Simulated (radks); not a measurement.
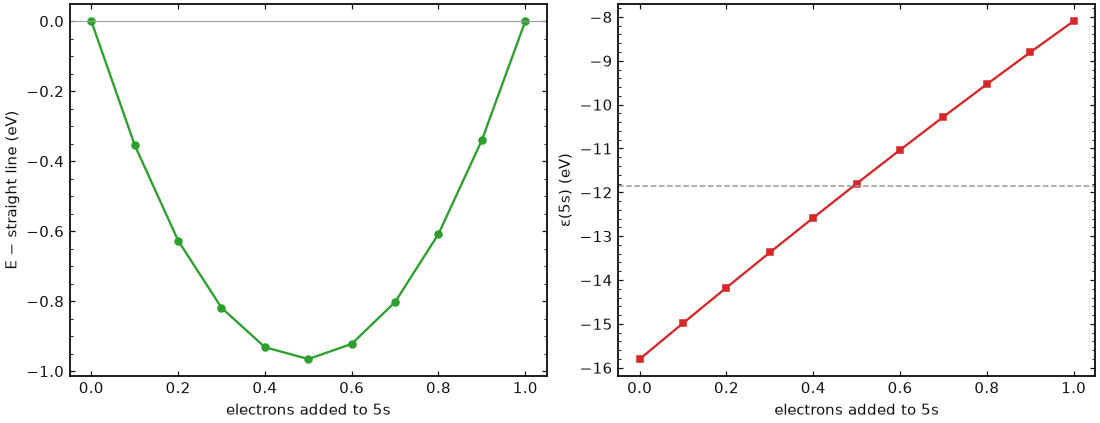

Computed with the in-house radial solver radks: Dirac Kohn-Sham, PBE, spin-unpolarised, spherical densities, point nucleus. The occupation of the 5s shell is varied from In⁺ ([Kr] 4d10 5s1 5p1 (5p1/2: 1)) to In ([Kr] 4d10 5s2 5p1 (5p1/2: 1)), with spherical fractional occupations. The plot shows the total energy less the straight line between the end points, and the eigenvalue of 5s (the dashed line is minus the energy to take the whole electron out).

### Describe the curve.

The curve is convex (below the straight line), with the largest deviation among the points computed, −0.97 eV, at 0.5. The end points differ by 11.9 eV, the energy to take the electron out. The eigenvalue, which is the slope of the energy (Janak's theorem), moves from −15.8 eV at 0 to −8.09 eV at 1; for a straight line it would stay constant, and a parabola would sag by an eighth of this change, scaled to a whole electron, 0.96 eV. Convexity is the delocalisation error: fractional charges are too low in energy. The shell lies under occupied ones, so the straight line is a guide here rather than an exact condition.
